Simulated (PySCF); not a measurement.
C3GaN3 (Ga(CN)3)

```yaml
atoms:
  - { symbol: Ga, position_ang: [0.0080, -0.0138, -0.0086] }
  - { symbol: C, position_ang: [1.9193, -0.0030, -0.0124] }
  - { symbol: N, position_ang: [3.0795, 0.0035, -0.0148] }
  - { symbol: C, position_ang: [-0.9538, 1.6378, -0.0353] }
  - { symbol: N, position_ang: [-1.5332, 2.6428, -0.0519] }
  - { symbol: C, position_ang: [-0.9303, -1.6787, 0.0188] }
  - { symbol: N, position_ang: [-1.4976, -2.6907, 0.0356] }
```

Geometry: PBE0-D3(BJ)/def2-SVP.

These are results of PBE0/def2-SVPD, SCF density, gas phase (PySCF), not measurements.

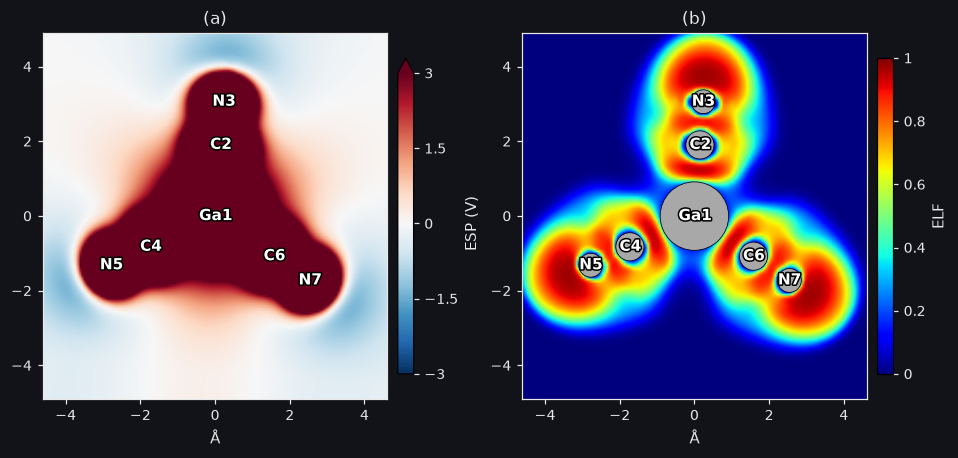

Figure 1. (a) electrostatic potential; (b) ELF on the molecular plane. Grey discs cover the atomic cores in the ELF map.

What do the fields say about this system?

Answer.
- Atoms in the plane: Ga, C and N.
- C–N (1.16 Å): the ELF peaks at about 0.90 between the atoms: a short, multiple covalent bond.
- C–Ga (1.91 Å): the ELF peaks at about 0.95 in the valence shell of C, 0.7 Å from its nucleus, and is about 0.50 at the midpoint.
- The ELF also peaks beside N7, N5 and N3, away from the bonds: lone-pair regions.
- Outside the dense part of the molecule the potential is most negative (−1.4 V) near N3, N5 and N7.

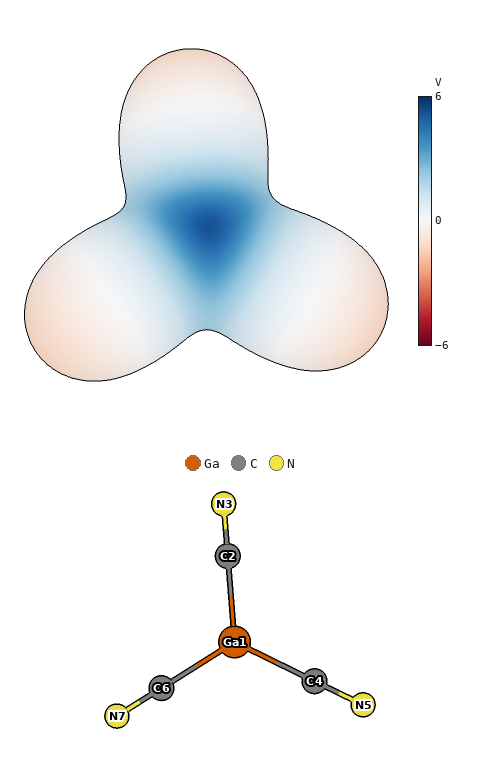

Figure 2. The electrostatic potential painted on the density surface at 0.002 e/bohr³, seen at a tilt; red is negative and blue positive. The bare structure is drawn below in the same view.

Where is the surface potential most negative and most positive?

Answer. The most negative region (about −1.2 V, or −28 kcal/mol for a unit charge) lies over N3, N5 and N7, the most positive (about +5.1 V, or +118 kcal/mol for a unit charge) over Ga1.

What dipole moment does the calculation give?

Answer. Its dipole moment is 0.04 D.
